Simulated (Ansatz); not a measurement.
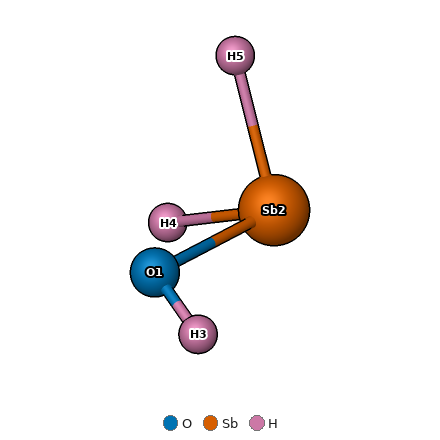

The system is H₃OSb, SMILES [OH][SbH2]; the picture shows the reference structure. First axis: angle H3–O1–Sb2. Second axis: dihedral H3–O1–Sb2–H4. Nothing is relaxed (all other coordinates rigid). Grid: 13 × 12 points. Points are written as (first, second). All energies are given in cm⁻¹ relative to the lowest grid point. Theory: RHF-MP2, frozen core/def2-TZVP in Ansatz 0.2.0.

Its coordinates:

```xyz
5

O     0.4003   -0.7570    0.8505
Sb   -0.0250    0.1811   -0.8322
H     0.9301   -1.5377    0.6442
H    -1.6572    0.4010   -0.4434
H     0.3518    1.7125   -0.2191
```

Range: angle H3–O1–Sb2 from 83.7 to 133.7°; dihedral H3–O1–Sb2–H4 from −180 to 150°.

Question: What will the energy surface look like?

Answer: The lowest grid point is at (108.7°, −60°). The bottom of the well lies between grid points, at about (110°, −45°), about 58 cm⁻¹ lower on the interpolated surface. There is a further well near (108.7°, 120°) (53 cm⁻¹ above the lowest at that grid point). The highest grid point, (83.7°, 30°), lies 3596 cm⁻¹ above the lowest. On the interpolated surface the easiest way out of the lowest well to the well at about (108°, 135°) passes a barrier of about 690 cm⁻¹, counted from the interpolated bottom of the well. Round the minimum the two coordinates are nearly uncoupled.

```
dihedral H3–O1–Sb2–H4 ↓, angle H3–O1–Sb2 →  83.7  87.9  92.0  96.2  100.4  104.5  108.7  112.9  117.0  121.2  125.4  129.5  133.7
                                       150  2856  1925  1220   687    327    127     60    118    280    541    884   1282   1742
                                       120  2849  1917  1213   680    320    119     53    111    274    535    878   1277   1737
                                        90  3164  2227  1518   979    611    402    323    367    514    757   1079   1456   1893
                                        60  3493  2548  1831  1283    905    683    589    615    742    962   1259   1611   2021
                                        30  3596  2647  1920  1360    966    726    613    619    728    930   1212   1551   1950
                                         0  3364  2416  1685  1117    715    465    343    342    447    648    933   1279   1690
                                       −30  3017  2063  1331   764    365    122      8     18    134    349    650   1013   1444
                                       −60  3008  2054  1322   755    357    113      0     10    126    342    643   1007   1439
                                       −90  3350  2401  1671  1103    700    451    329    329    434    636    921   1268   1680
                                      −120  3593  2644  1917  1356    962    722    608    614    722    925   1206   1545   1944
                                      −150  3501  2557  1839  1292    914    691    597    622    749    968   1265   1616   2025
                                      −180  3178  2242  1532   993    626    416    337    381    527    769   1090   1466   1901
```

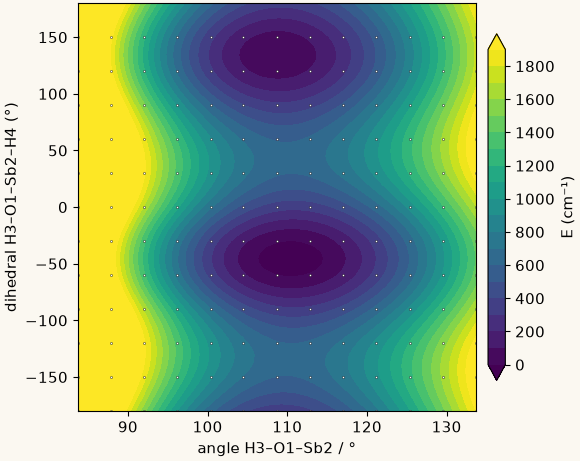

Drawn: filled contours, dots at the grid points, one colour for all values above the top of the scale. Between grid points the surface is interpolated.

Each point was launched as `ansatz run input.yaml --threads 1 --pin off --max-ram 2560MiB --backend cpu --events-out ev --progress --plain --runs-dir out`. The whole map (156 points run) took 7.4 min on 1 thread of Arm Neoverse V2, with other jobs on the host.
